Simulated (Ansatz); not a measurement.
# Where V_F (site 2) puts its levels in the gap of KYBeF6 (P2_1/m), part 2 of 2

Wanted: the transition levels of a vacancy in KYBeF6 (P2_1/m), from a cell of 72 host atoms with 1 F taken out.

Ansatz; place-levels on PBEsol runs: charge-transition levels and formation energies with image-charge correction and potential alignment at the atomic sites.

So far: The starting structure; Charge states.

### Step 3. Levels against the band edges, PBEsol

A charged cell interacts with its images and the background, and its potential has another zero than the host's. place-levels removes the first by a point-charge model, screened by the static dielectric constant since the ions have relaxed around the charge, and the second by comparing potentials at atoms far from the defect.

The host is a run of the defect-free crystal in the same cutoffs, grids and k-points, so that basis and sampling errors cancel in part in the differences. Its band edges come from a run of the primitive cell that searches the zone for them. Chemical potentials are energies per atom of F (F2 molecule), run with the same functional and cutoff.

File levels.point.yaml:

```yaml
host:
  run: host.point.run
  levels_from: { run: edges.point.run }
states: [qm1.point.run, q0_M1.point.run, qp1.point.run]
geometry_from:
  qm1.point.run: qm1.relax.run
  q0_M1.point.run: q0_M1.relax.run
  qp1.point.run: qp1.relax.run
  host.point.run: host.relax.run
chemical_potentials:
  F:
    energy: -797.642924
    dataset: <sha256 of the dataset>
epsilon: [2.2, 2.26, 2.2]
static_epsilon:
  - [7.72, 0.0, 0.52]
  - [0.0, 8.83, 0.0]
  - [0.52, 0.0, 8.62]
vertical:
  - { from: qm1.point.run, to: qm1.point_neutral.run }
  - { from: qp1.point.run, to: qp1.point_neutral.run }
```

Launch:

```sh
$ ansatz place-levels levels.point.yaml -- --threads 4 --pin off --max-ram 7536MiB
```

The log of the run:

```text
[... repeated set-up lines and file paths are left out, and long positions are rounded to six places ...]
(+1/0) 5.908 eV above the valence edge, 1.573 eV under the conduction edge
(0/-1) 6.568 eV above the valence edge, 0.913 eV under the conduction edge
formation energy of charge +1: +0.864 eV with the Fermi level at the valence edge
formation energy of charge 0: +6.772 eV with the Fermi level at the valence edge
formation energy of charge -1: +13.340 eV with the Fermi level at the valence edge
vertical -1 to 0: no energy, since no alignment is typed
  the change from vertical[0].from (qm1.point.run) to vertical[0].to (qm1.point_neutral.run): by its potential at epsilon [2.2, 2.26, 2.2] it stands at 0.414 0.537 0.588, with an rms radius of about 1.7 Å (0.9 1.0 1.0 Å across the planes of the cell's [...]
vertical +1 to 0: no energy, since no alignment is typed
  the change from vertical[1].from (qp1.point.run) to vertical[1].to (qp1.point_neutral.run): by its potential at epsilon [2.2, 2.26, 2.2] it stands at 0.419 0.562 0.581, with an rms radius of about 3.0 Å (1.7 1.7 1.8 Å across the planes of the cell's [...]
  edges by pbesol of host.levels_from (edges.point.run), its mesh sampled to repeats of 28.94 Å (the valence edge +0.027 eV and the conduction edge -0.314 eV from those of the host's own run), gap 7.481 eV; the host is sampled to repeats of 23.15 Å
  the defect's cells are sampled to repeats of 23.15 Å, like sampling
  charge +1: -80962.2570 eV with its correction of +0.136 eV, at epsilon [[7.72, 0, 0.52], [0, 8.83, 0], [0.52, 0, 8.62]], aligned at sites: -0.1084 eV, mean over 38 atomic sites at or beyond 4.70 Å from the defect at [0.4354, 0.5876, 0.6179], with +0.000000 [...]
  charge 0: +0.000 eV for its dipole among its images, +0.000 omitted
  charge -1: -80945.3997 eV with its correction of +0.284 eV, at epsilon [[7.72, 0, 0.52], [0, 8.83, 0], [0.52, 0, 8.62]], aligned at sites: -0.0403 eV, mean over 38 atomic sites at or beyond 4.70 Å from the defect at [0.4354, 0.5876, 0.6179], with +0.048553 [...]
  of states[2] (qp1.point.run): it parts from the run at its places by a charge that spreads by about 1.7 Å along one vector (1.3 Å or more is wide), by its potential at epsilon [2.2, 2.26, 2.2], taken for that of held ions (one typed too small widens it), [...]
  of states[1] (q0_M1.point.run): its displacements don't fall off away from the defect: farther atoms stand 0.018 Å off the host's places. [...]
  of vertical[1].from (qp1.point.run): its displacements don't fall off away from the defect: farther atoms stand 0.093 Å off the host's places. [...]
  of vertical[1].to (qp1.point_neutral.run): its displacements don't fall off away from the defect: farther atoms stand 0.093 Å off the host's places. [...]
```

Run time: 0.42 s. Hardware: 4 threads of Arm Neoverse V1, shared host.

Levels between the charges placed, in eV above the valence top:

```tsv
	gap (eV)	(+1/0)	(0/−1)
PBEsol	7.48	5.91	6.57
```

Corrections by state:

```tsv
charge	moment (μB)	image terms and alignment (eV)	band filling (eV)	ε used	over the lowest of its charge, as the program ranks them, band filling apart (eV)
+1	0.0	0.136	-	principal values (7.48, 8.83, 8.86)	0.000
0	1.0	0.000	-	-	0.000
−1	0.0	0.284	-	principal values (7.48, 8.83, 8.86)	0.000
```

The charged structures listed were also run neutral, and place-levels reads from each pair, by the potential or the spins, how wide the charge is by which they differ; that can be the carrier of either run.

```tsv
charge	rms radius (Å)	spread where it is widest against the cell (Å)	wide from (Å)	reading
+1	3.0	1.69	1.27	wide
−1	1.7	1.01	1.27	narrow
```

The neutral runs of these pairs need not share the spin of the lowest neutral state, and very wide values only mean spread over the cell.

From the program's caveats on the states, each cut to its opening words:

- charge +1: it parts from the run at its places by a charge that spreads by about 1.7 Å along one vector (1.3 Å or more is wide), by its potential at epsilon [2.2, 2.26, [...]
- charge +1: its displacements don't fall off away from the defect: farther atoms stand 0.093 Å off the host's places
- charge 0 (1 μB): its displacements don't fall off away from the defect: farther atoms stand 0.018 Å off the host's places
- charge 0 (1 μB): flagged: stability check not made

Chemical potentials of the elements' reference phases, run alike. Formation energies (elemental references), with the Fermi level at the valence top and at the conduction bottom (gap 7.48 eV):

```tsv
charge	at valence top (eV)	at conduction bottom (eV)	correction included (eV)
+1	0.86	8.34	0.14
0	6.77	6.77	0.00
−1	13.34	5.86	0.28
```

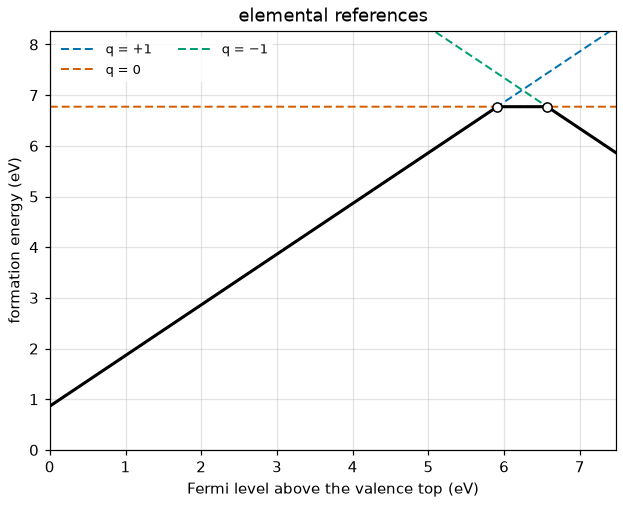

Formation energy against Fermi level; the thick line follows the lowest charge state and circles mark the transition levels.

### Step 4. The same at the relaxations' own k-points

The relaxations' own energies give the levels at their sampling, for comparison.

File levels.relax_mesh.yaml:

```yaml
host:
  run: host.relax.run
  levels_from: { run: edges.relax.run }
states: [qm1.relax.run, q0_M1.relax.run, qp1.relax.run]
chemical_potentials:
  F:
    energy: -797.642924
    dataset: <sha256 of the dataset>
```

Launch:

```sh
$ ansatz place-levels levels.relax_mesh.yaml -- --threads 4 --pin off --max-ram 7536MiB
```

The log of the run:

```text
(+1/0) 5.913 eV above the valence edge, 1.568 eV under the conduction edge
(0/-1) 6.585 eV above the valence edge, 0.896 eV under the conduction edge
formation energy of charge +1: +0.865 eV with the Fermi level at the valence edge
formation energy of charge 0: +6.779 eV with the Fermi level at the valence edge
formation energy of charge -1: +13.363 eV with the Fermi level at the valence edge
  edges by pbesol of host.levels_from (edges.relax.run), its mesh sampled to repeats of 28.94 Å (the valence edge +0.096 eV and the conduction edge -0.577 eV from those of the host's own run), gap 7.481 eV; the host is sampled to repeats of 14.79 Å
[... the lines on each state left out ...]
```

Elapsed: 0.16 s, on 4 threads.

Levels between neighbouring charges, in eV above the valence top:

```tsv
	gap (eV)	(+1/0)	(0/−1)
one point at (¼, ¼, ¼)	7.48	5.91	6.58
a 2×2×2 shifted mesh	7.48	5.91	6.57
```

Going from one point at (¼, ¼, ¼) to a 2×2×2 shifted mesh moves the levels that carry no band-filling term by up to 0.02 eV and formation energies against the elements by up to 0.02 eV.

### Step 5. Another choice

The levels are placed again with one choice changed, to see how much they rest on it.

levels.try0.yaml is levels.point.yaml with these lines changed:

```diff
-epsilon: [2.2, 2.26, 2.2]
-static_epsilon:
-  - [7.72, 0.0, 0.52]
-  - [0.0, 8.83, 0.0]
-  - [0.52, 0.0, 8.62]
+epsilon: 500.0
+static_epsilon: 500.0
```

Launch:

```sh
$ ansatz place-levels levels.try0.yaml -- --threads 4 --pin off --max-ram 7536MiB
```

The log of the run:

```text
(+1/0) 6.053 eV above the valence edge, 1.428 eV under the conduction edge
(0/-1) 6.429 eV above the valence edge, 1.052 eV under the conduction edge
formation energy of charge +1: +0.719 eV with the Fermi level at the valence edge
formation energy of charge 0: +6.772 eV with the Fermi level at the valence edge
formation energy of charge -1: +13.201 eV with the Fermi level at the valence edge
vertical -1 to 0: no energy, since no alignment is typed
vertical +1 to 0: no energy, since no alignment is typed
[...]
[... the lines on each state left out ...]
```

The change: a very large dielectric constant, which removes the point-charge term and changes the alignment.

Levels in eV above the valence top; the changed ones are not the defect's:

```tsv
	gap (eV)	(+1/0)	(0/−1)
changed	7.48	6.05	6.43
as set up	7.48	5.91	6.57
```

The largest shift is 0.14 eV.

### Step 6. Results

| Property | Result |
| --- | --- |
| gap of the host | 7.48 eV (PBEsol) |
| level (plus 1/0) | 5.91 eV above the valence top |
| level (0/minus 1) | 6.57 eV above the valence top |
| lowest of the charges placed, just above the valence top (0.02 eV) | +1 |
| lowest of the charges placed, just below the conduction bottom (0.02 eV) | −1 |
| lowest formation energy at mid-gap of the charges run, elemental references | 4.60 eV |

**Reading.** Of the charges placed (−1, 0 and +1), the lowest changes at 5.91 eV (+1/0) and 6.57 eV (0/−1) above the valence top, in a gap of 7.48 eV. Charges above +1 and below −1 were not placed, so these runs say nothing of levels that involve them. States placed: +1 at 0 μB; 0 at 1 μB; −1 at 0 μB. Other spin states or structures, where not listed, weren't placed. Going from one point at (¼, ¼, ¼) to a 2×2×2 shifted mesh moves the levels that carry no band-filling term by up to 0.02 eV and formation energies against the elements by up to 0.02 eV. Limits: PBEsol makes the gap too small and tends to spread out bound carriers; where a gas molecule sets a chemical potential or the host's formation energy, its binding is uncorrected.

[Logs are printed without paths, hosts, clocks, repeated set-up lines and the standing remarks that a program may print on its own settings, such as how far it seeks lower states.]

[Hosts, paths, dates, database ids (printed as entryN), source tags and the programs' standing remarks are cut or masked in the printed files.]

[Where a table of states has a column of steps, it counts the stored structures, which are thinned; the runs took as many ionic steps or more.]

[A defect's name tells the site on which it was built; relaxed atoms can leave that site.]

[For some hosts the program warned that the k-mesh of the response run may be too coarse for force constants and the static dielectric constant; such warnings are not shown here.]
